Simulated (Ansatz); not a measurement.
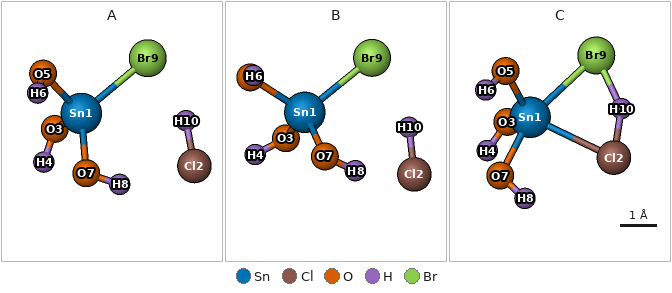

3 geometries from a converged minimum-energy path of SnH4O3BrCl, shuffled. A ball-and-stick model, seen from a free direction.

The calculation used Ansatz 0.2.0, RKS LDA/def2-SVP. Settings: 5 movable images; climbing image; force threshold 0.03 eV/Å; iteration limit 60; starting path through a guess of the saddle point.

### Which of them lies highest in energy?

C. In order along the path, whose images run from 0 to 6: C (image 2, +0.110 eV), A (image 4, −0.128 eV), B (image 6, −0.258 eV). Breaking: Br9–H10 (1.47 → 1.77 at the top → 2.21 Å), Sn1–Cl2 (2.40 → 2.65 at the top → 3.55 Å). Forming: Cl2–H10 (2.13 → 1.51 at the top → 1.34 Å).
